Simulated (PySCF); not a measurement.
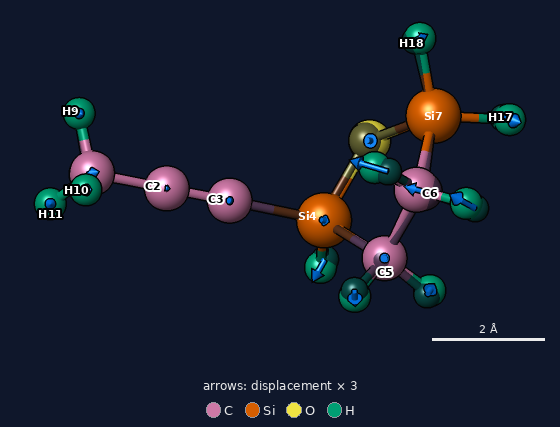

A relaxation of C5H10OSi2. The starting structure is drawn faded, the final one solid; blue arrows show the displacements, 3 times their true length. The two geometries are superimposed by the best rigid fit.

Style: ball-and-stick. Shown face on.

The start comes from GFN2-xTB. Its atoms were then displaced at random by about 0.01 Å.

Level of theory: PBE0-D3(BJ)/def2-SVP geometry optimisation, gas phase in PySCF 2.14.0, density-fitted response routines. 

Q: Describe the change and its energy.

A: Over 8 geometry steps the energy falls by 0.275 eV. An H atom moves most after the best rigid fit: 0.27 Å. By element the largest moves are H 0.27 Å, O 0.14 Å, C 0.13 Å, Si 0.08 Å. Among the contacts that change: O–Si 1.633 → 1.681 Å, C–Si 1.939 → 1.892 Å, C–H 1.060 → 1.101 Å, C–Si 1.795 → 1.827 Å. Among the angles between lasting bonds that change: C–Si–H 114.8° → 109.4°, Si–O–Si 120.3° → 115.1°, O–Si–H 104.9° → 110.0°. Cost: 3.4 min on 1 thread of Arm Neoverse N1 (shared host).
